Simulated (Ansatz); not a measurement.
```yaml
crystal:
  lattice:
    - [3.30297, 0.00000, 0.00000]
    - [-1.65149, 2.86046, 0.00000]
    - [0.00000, 0.00000, 16.38925]
  atoms:
    - { symbol: Mg, position: [0.00000, 0.00000, 0.50000] }
    - { symbol: Cd, position: [0.66667, 0.33333, 0.65744] }
    - { symbol: Cd, position: [0.33333, 0.66667, 0.34256] }
    - { symbol: Cd, position: [0.66667, 0.33333, 0.17126] }
    - { symbol: Cd, position: [0.00000, 0.00000, 0.00000] }
    - { symbol: Cd, position: [0.33333, 0.66667, 0.82874] }
    - { symbol: O, position: [0.33333, 0.66667, 0.56919] }
    - { symbol: O, position: [0.66667, 0.33333, 0.43081] }
    - { symbol: O, position: [0.00000, 0.00000, 0.25708] }
    - { symbol: O, position: [0.33333, 0.66667, 0.08568] }
    - { symbol: O, position: [0.66667, 0.33333, 0.91432] }
    - { symbol: O, position: [0.00000, 0.00000, 0.74292] }
```

Space group P-3m1; a structure generated by program, which may or may not match a known phase.

The calculation used DFT PBE, scalar-relativistic, plane waves, PAW (Ansatz 0.2.0).

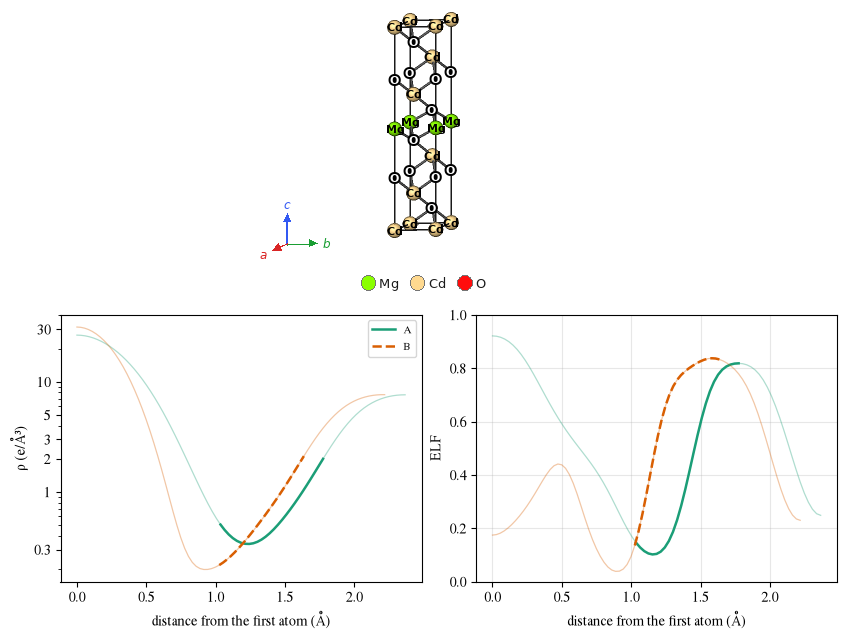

MgCd5O6. Valence charge density (pseudo) and ELF along straight lines between neighbouring atoms. Thin, pale parts lie inside the atomic spheres. The structure is drawn too.

The density is the valence pseudo-density of a PAW calculation; it isn't the true density close to the nuclei.

Q: Which curve belongs to which contact (Cd–O and Mg–O)? The first atom named is at distance zero.

A: Curve A: Cd–O (2.37 Å): ρ at the midpoint is about 0.35 e/Å³; the ELF is about 0.10 at the midpoint: no localised pair shows between them. Curve B: Mg–O (2.22 Å): ρ at the midpoint is about 0.26 e/Å³; the ELF peaks at about 0.85 in the valence shell of O, 0.6 Å from its nucleus, and is about 0.35 at the midpoint.
